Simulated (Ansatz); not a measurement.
## A convergence test on AlN (F-43m): k mesh of the density

Aim: see how gap, energy and time of AlN (F-43m) follow the k mesh of the density.

Main program and level: Ansatz 0.2.0; DFT, PBE, plane waves, PAW; PAW set soft_1.

## Step 1: The starting structure

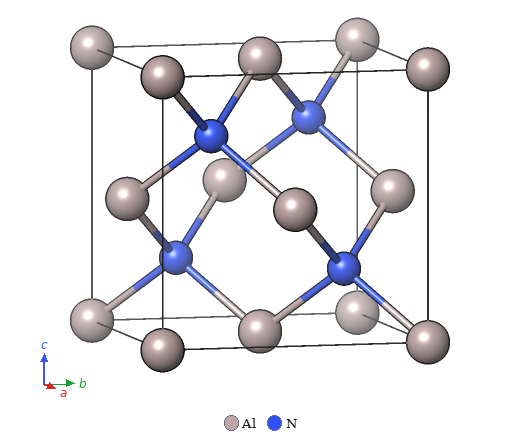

The starting structure, seen slightly off an axis (aluminium light grey, nitrogen blue). This picture shows the conventional cell, with its axes. Bonds to atoms that aren't drawn are left out. Some periodic images of atoms are drawn too.

The cell and positions are those that the Materials Project relaxed with its own functionals (PBE, PBE+U or r2SCAN), kept fixed. This is not the form that AlN usually takes at ambient conditions.

## Step 2: k mesh of the density: 4×4×4

Input file input.yaml:

```yaml
crystal:
  lattice:
    - [0.0, 2.1839935596, 2.1839935596]
    - [2.1839935596, 0.0, 2.1839935596]
    - [2.1839935596, 2.1839935596, 0.0]
  atoms:
    - { symbol: Al, position: [0.0, 0.0, 0.0] }
    - { symbol: "N", position: [0.75, 0.75, 0.75] }
kpoints:
  mp_grid: { grid: [4, 4, 4] }
  band_path:
    path:
      - [0.0, 0.0, 0.0]
      - [-0.5, -0.5, 0.0]
      - [-0.375, -0.375, 0.25]
      - [-0.375, 0.0, 0.375]
      - [0.0, 0.0, 0.5]
      - [-0.5, -0.25, 0.25]
    npoints: 1
hamiltonian:
  xc: pbe
  pseudopotentials: { kind: paw, azcp: { folder: soft_1 } }
scf:
  occupations: { method: fixed }
  n_extra_bands: 4
output:
  eigenvalues: true
  write_density: true
  write_potential: true
  elf: true
  volumetric_format: npy
```

The run is started by

```bash
$ ansatz run input.yaml --threads 3 --pin off --max-ram 92160MiB --backend cuda --events-out ev --progress --plain --runs-dir out --devices 1 --max-vram 13GiB
```

Numbers of over 12 decimals in the logs are rounded to 6 here.

Log:

```text
scf.n_extra_bands = 4 over 4 filled bands (N_el = 8.0): the run solves 8 bands
GPUs: using 1 of 1 available (devices: 1).
Engine: ansatz 0.2.0, x86_64-unknown-linux-gnu
Pseudopotentials: kind: paw
Pseudopotential: Al, paw, valence charge 3, recommended cutoff 420 eV (normal), soft_1/Al.paw.azcp
Pseudopotential: N, paw, valence charge 5, recommended cutoff 420 eV (normal), soft_1/N.paw.azcp
Functional definition: PBE
  parameter kappa = 0.804
  parameter beta = 0.066725
  exchange = pbe_x(kappa = kappa, mu = beta*pi^2/3)
  correlation = pbe_c(beta = beta)
device memory: the entry about to start is reckoned to put 1.3 GiB on a device that reports 57.7 GiB free (of which the cap on the GPU budget leaves the run 13.0 GiB)
GPU FFT provider: cuFFT
GPU libraries: cuBLAS 13.8.2, cuFFT 12.4.0, cuSOLVER 12.3.4
Crystal: 2 atoms, lattice volume = 20.835 Å³
Basis set: ecut = 420 eV, 411 PW (Γ)
Bands: 8, of which v1, the nominal top of the filled ones, is band 4 counted from 1 (3 counted from 0)
Symmetry: 24 space group operations
Space group: F-43m (ITA 216), of the structure as read, at distance tolerance 2.8e-5 Å
k-points: 8 of 64 (time reversal used)
Non-local potential: Al, projectors of the file, l = 0: 2, l = 1: 2, l = 2: 1
Non-local potential: N, projectors of the file, l = 0: 2, l = 1: 2, l = 2: 1
PAW form: soft (Blöchl's): semilocal exchange-correlation on the pseudo side does not see the compensation charge
PAW one-centre angular grid: Al, 110 points (default); XC on 64 Gauss nodes
PAW one-centre angular grid: N, 110 points (default); XC on 64 Gauss nodes
Initial density: superposition of atomic densities (chi_scale 0.1, normalization cell, long waves kept (reshape's long-wave potential 0.00 eV rms))
Initial wavefunctions: pseudopotential atomic-orbital guess
GPU buffer pool allocated for 13824 grid points (all kernels)
GPU transforms: local potential and band sums: pruned to the plane-wave sphere, on 24×24×24
Functional: x = pbe(κ = 0.804, μ = 0.219515), c = pbe(β = 0.066725)
SCF iter   1: F=—  HF=-925.647132 eV  |F-HF|=—  |Δ(HF+E_count)|=         —  Δρ=1.40e-1  dr2=4.98e0  ethr=3.10e-3  ⟨swp⟩=4.0  Hψ=414  notcnv=0  defer=3
preconditioner: auto → none  [insulator: Δε(μ)=5.460 eV  Ē_g=16.570 eV  n_scr=0 (ndim 8)  ℏωp=23.0 eV  f_vac=0.000  ε∞_Penn≈2.9]
SCF iter   2: F=—  HF=-924.382342 eV  |F-HF|=—  |Δ(HF+E_count)|=    1.26e0  Δρ=7.67e-2  dr2=7.20e-1  ethr=3.10e-3  ⟨swp⟩=2.9  Hψ=202  notcnv=0  defer=9
SCF iter   3: F=—  HF=-924.179505 eV  |F-HF|=—  |Δ(HF+E_count)|=   2.03e-1  Δρ=2.35e-2  dr2=5.72e-2  ethr=3.10e-3  ⟨swp⟩=2.5  Hψ=152  notcnv=0  defer=12
SCF iter   4: F=—  HF=-924.173021 eV  |F-HF|=—  |Δ(HF+E_count)|=   6.48e-3  Δρ=1.42e-3  dr2=2.38e-4  ethr=7.15e-4  ⟨swp⟩=2.0  Hψ=82  notcnv=0  defer=14
SCF iter   5: F=—  HF=-924.172952 eV  |F-HF|=—  |Δ(HF+E_count)|=   6.94e-5  Δρ=3.92e-4  dr2=8.36e-6  ethr=2.98e-6  ⟨swp⟩=2.8  Hψ=104  notcnv=0  defer=14
SCF iter   6: F=—  HF=-924.172942 eV  |F-HF|=—  |Δ(HF+E_count)|=   1.00e-5  Δρ=3.29e-5  dr2=1.41e-7  ethr=1.05e-7  ⟨swp⟩=2.0  Hψ=96  notcnv=0
SCF iter   7: F=-924.172942 eV  HF=-924.172942 eV  |F-HF|=3.10e-9  |Δ(HF+E_count)|=   5.47e-8  Δρ=4.42e-6  dr2=2.51e-9  ethr=1.25e-9  ⟨swp⟩=3.9  Hψ=288  notcnv=0
SCF 1 converged in 7 iterations: F = -924.172942 eV  dr2 = 2.51e-9
[...]
device memory: the entry about to start is reckoned to put 0.6 GiB on a device that reports 59.2 GiB free (of which the cap on the GPU budget leaves the run 13.0 GiB)
NSCF: frozen V_eff on 6 k-points
SCF converged after 7 iterations
Free energy (F): -924.172942 eV
Harris-Foulkes:  -924.172942 eV  (|F-HF|=3.10e-9)
Internal energy: -924.172942 eV  (E = F + TS)
E sigma→0 (E₀):  -924.172942 eV
Fermi energy:    6.994196 eV
--- Per-component energies (eV) ---
  E_band       = 15.576141
  E_kinetic    = 156.926335
  E_local      = -209.397415  (includes V_loc(G=0)·N_el)
  E_nonlocal   = 44.601043
  E_hartree    = 77.311170
  E_xc         = -99.081945
  E_vxc        = -107.023053  (∫ρ·V_xc dr)
  E_paw        = -597.929413  (= ΣΔE_a)
  E_vpaw       = -24.154164  (= ΣTr[D̂ρ^β])
  E_aug_tail   = 0.000839  (compensation charges beyond the density's cutoff)
  E_ewald      = -296.603555
  E_smearing   = -0.000000  (= −TS)
  E_closure    = 0.000000  (closes the sum)
  Σ components = -924.172942   (vs F -924.172942, Δ=0.00e0)
--- Band table (eV; the first three rows and the last of 8) ---
  k-point 0: bands = ["-7.9763", "6.9942", "6.9942", "6.9942", "11.1690", "19.5472", "19.5472", "19.5472"]
  k-point 1: bands = ["-7.1266", "3.7311", "6.7399", "6.7399", "13.4380", "17.9595", "19.2965", "19.2965"]
  k-point 2: bands = ["-5.9296", "1.1381", "6.5161", "6.5161", "14.3583", "16.8489", "18.1114", "18.1114"]
  k-point 7: bands = ["-5.2386", "3.2123", "3.5573", "4.3007", "13.0207", "18.3962", "18.9509", "19.1648"]
```

Wall time 5.6 s (1 × NVIDIA H100 80GB HBM3 (shared by 6 runs) with 3 threads of AMD EPYC 7R13 (Zen 3), shared host); peak memory 0.84 GiB.

In the SCF lines HF is the Harris–Foulkes energy and dr2 the Hartree energy of the density residual, in eV; the loop may stop once dr2 is under the threshold and the program's other checks hold. Hψ counts applications of the Hamiltonian.

This step gave:

| Item | Value |
| --- | --- |
| gap | 3.299 eV |
| valence top at | Γ |
| conduction bottom at | X |
| least direct gap | 4.175 eV |

The gap is indirect, with the least direct gap 0.88 eV higher.

## Step 3: k mesh of the density: 6×6×6

input.yaml, as its differences from that of step 2:

```diff
@@ -9,3 +9,3 @@
 kpoints:
-  mp_grid: { grid: [4, 4, 4] }
+  mp_grid: { grid: [6, 6, 6] }
   band_path:
@@ -27,5 +27 @@
   eigenvalues: true
-  write_density: true
-  write_potential: true
-  elf: true
-  volumetric_format: npy
```

Log:

```text
[...]
GPUs: using 1 of 1 available (devices: 1).
[...]
GPU FFT provider: cuFFT
GPU libraries: cuBLAS 13.8.2, cuFFT 12.4.0, cuSOLVER 12.3.4
Crystal: 2 atoms, lattice volume = 20.835 Å³
Basis set: ecut = 420 eV, 411 PW (Γ)
Bands: 8, of which v1, the nominal top of the filled ones, is band 4 counted from 1 (3 counted from 0)
[... 1 set-up line as in the run before ...]
[...]
SCF 1 converged in 7 iterations: F = -924.207667 eV  dr2 = 3.02e-9
[...]
NSCF: frozen V_eff on 6 k-points
SCF converged after 7 iterations
Free energy (F): -924.207667 eV
[...]
Internal energy: -924.207667 eV  (E = F + TS)
E sigma→0 (E₀):  -924.207667 eV
Fermi energy:    6.965493 eV
[...]
--- Band table (eV; the first three rows and the last of 16) ---
[...]
```

Run time: 9 s. Hardware: 1 × NVIDIA H100 80GB HBM3 (shared by 6 runs) with 3 threads; peak memory 0.84 GiB; 3.4 s of CPU time.

Numbers from this step:

* gap: 3.323 eV
* valence top at: Γ
* conduction bottom at: X
* least direct gap: 4.186 eV

The gap is 3.323 eV, +0.024 eV from the run before at this level.

## Step 4: k mesh of the density: 10×10×10 (the default)

input.yaml, the sections that differ from step 3:

```yaml
kpoints:
  mp_grid: { grid: [10, 10, 10] }
  band_path:
    path:
      - [[0.0, 0.0, 0.0], [-0.5, -0.5, 0.0], [-0.375, -0.375, 0.25]]
      - [[-0.375, 0.0, 0.375], [0.0, 0.0, 0.0], [0.0, 0.0, 0.5], [-0.5, -0.25, 0.25], [-0.5, -0.5, 0.0]]
    npoints: 10
scf:
  occupations: { method: fermi_dirac, width: 0.02 }
  n_extra_bands: 4
output:
  eigenvalues: true
  write_density: true
  write_potential: true
  elf: true
  volumetric_format: npy
# crystal, hamiltonian: as in step 3
```

Log:

```text
[...]
GPUs: using 1 of 1 available (devices: 1).
[...]
GPU FFT provider: cuFFT
GPU libraries: cuBLAS 13.8.2, cuFFT 12.4.0, cuSOLVER 12.3.4
Crystal: 2 atoms, lattice volume = 20.835 Å³
Basis set: ecut = 420 eV, 411 PW (Γ)
Bands: 8, of which v1, the nominal top of the filled ones, is band 4 counted from 1 (3 counted from 0)
[... 1 set-up line as in the run before ...]
[...]
SCF 1 converged in 7 iterations: F = -924.209504 eV  dr2 = 2.90e-9
[...]
NSCF: frozen V_eff on 62 k-points, pencils in batches of 32, up to order 40
SCF converged after 7 iterations
Free energy (F): -924.209504 eV
[...]
Internal energy: -924.209504 eV  (E = F + TS)
E sigma→0 (E₀):  -924.209504 eV
Fermi energy:    8.636854 eV
[...]
--- Band table (eV; the first three rows and the last of 47) ---
[...]
```

Elapsed: 9.1 s, on 1 × NVIDIA H100 80GB HBM3 (shared by 6 runs) with 3 threads; peak memory 0.85 GiB.

This step gave:

| Property | Result |
| --- | --- |
| gap | 3.325 eV |
| valence top at | Γ |
| conduction bottom at | X |
| least direct gap | 4.187 eV |

The gap is 3.325 eV, +0.002 eV from the run before at this level.

## Step 5: k mesh of the density: 14×14×14

input.yaml, the sections that differ from step 4:

```yaml
kpoints:
  mp_grid: { grid: [14, 14, 14] }
  band_path:
    path:
      - [0.0, 0.0, 0.0]
      - [-0.5, -0.5, 0.0]
      - [-0.375, -0.375, 0.25]
      - [-0.375, 0.0, 0.375]
      - [0.0, 0.0, 0.5]
      - [-0.5, -0.25, 0.25]
    npoints: 1
scf:
  occupations: { method: fixed }
  n_extra_bands: 4
output:
  eigenvalues: true
# crystal, hamiltonian: as in step 4
```

Log:

```text
[...]
GPUs: using 1 of 1 available (devices: 1).
[...]
GPU FFT provider: cuFFT
GPU libraries: cuBLAS 13.8.2, cuFFT 12.4.0, cuSOLVER 12.3.4
Crystal: 2 atoms, lattice volume = 20.835 Å³
Basis set: ecut = 420 eV, 411 PW (Γ)
Bands: 8, of which v1, the nominal top of the filled ones, is band 4 counted from 1 (3 counted from 0)
[... 1 set-up line as in the run before ...]
[...]
SCF 1 converged in 7 iterations: F = -924.209520 eV  dr2 = 2.79e-9
[...]
SCF converged after 7 iterations
Free energy (F): -924.209520 eV
[...]
Internal energy: -924.209520 eV  (E = F + TS)
E sigma→0 (E₀):  -924.209520 eV
Fermi energy:    6.963149 eV
[...]
--- Band table (eV; the first three rows and the last of 104) ---
[...]
```

Wall time 8.2 s (1 × NVIDIA H100 80GB HBM3 (shared by 6 runs) with 3 threads); peak memory 0.84 GiB; 4.3 s of CPU time.

This step gave:

| Quantity | Value |
| --- | --- |
| gap | 3.325 eV |
| valence top at | Γ |
| conduction bottom at | X |
| least direct gap | 4.187 eV |

The gap is 3.325 eV, as in the run before at this level.

## Step 6: The series

Differences are against the last row; a negative gap means that bands overlap, and a run with a band path holds that path's time. Times are wall times on 1 × NVIDIA H100 80GB HBM3 (shared by 6 runs) with 3 threads of AMD EPYC 7R13 (Zen 3), shared host, good to a factor of about two.

| k mesh of the density | gap (eV) | direct gap (eV) | gap error (eV) | energy error (meV/atom) | irreducible k | time |
| --- | --- | --- | --- | --- | --- | --- |
| 4×4×4 | 3.299 | 4.175 | −0.026 | +18.3 | 8 | 5.6 s |
| 6×6×6 | 3.323 | 4.186 | −0.002 | +0.9 | 16 | 9 s |
| 10×10×10 | 3.325 | 4.187 | +0.000 | +0.0 | 47 | 9.1 s |
| 14×14×14 | 3.325 | 4.187 | +0.000 | +0.0 | 104 | 8.2 s |

## Step 7: Summary of results

```json
{
  "4×4×4": "3.299 eV",
  "6×6×6": "3.323 eV",
  "10×10×10": "3.325 eV",
  "14×14×14": "3.325 eV"
}
```

The gap holds to 0.02 eV from 6×6×6 on. At 4×4×4 the gap is off by −0.026 eV and the energy by +18 meV/atom. The gap is read over the mesh and added points near the edges, so meshes differ mainly through the density and, for a hybrid, the exchange operator.

[Paths, hosts, dates, memory and timing lines, banners, echoed tables and standing remarks are left out of the program output.]

[Logs are printed without paths, hosts, clocks, repeated set-up lines and the standing remarks that a program may print on its own settings, such as how far it seeks lower states.]

[Runs of the session that timed out or met a known fault of the program may be left out.]

[Cells called generated may have been cut or substituted from an entry of the Crystallography Open Database or the Materials Project.]

[Hosts, paths, dates, database ids (printed as entryN), source tags and the programs' standing remarks are cut or masked in the printed files.]
